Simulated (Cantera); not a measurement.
A closed system holds: 1 mol Si, 9.2 mol HBr, 54 mol N2, held at 2.20 Pa.

Equilibrium computed with Cantera from the NASA thermochemical tables; the gas is ideal and each condensed phase is pure. Candidate condensed phases: Br2, Si, Si3N4; 28 gas species. N2 is the only nitrogen source here; it is nearly inert below about 1500 K, so the nitride shown seldom forms there in practice. The tables' values for SiBr3 are old estimates; treat these amounts as uncertain. Equilibrium is a limit: real reactors are often held back by kinetics, nucleation or transport.

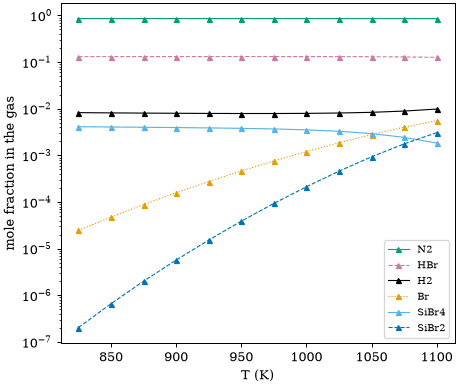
Figure. Equilibrium gas composition (values under 1e-9 drawn at 1e-9)

From 825 K to 1100 K the condensed part is Si3N4(s). The main Si-bearing gas is SiBr4 at 825 K and SiBr2 at 1100 K. The share of Si in condensed phases is highest at 1000 K (76.3 %) and lowest at 1100 K (67.8 %).
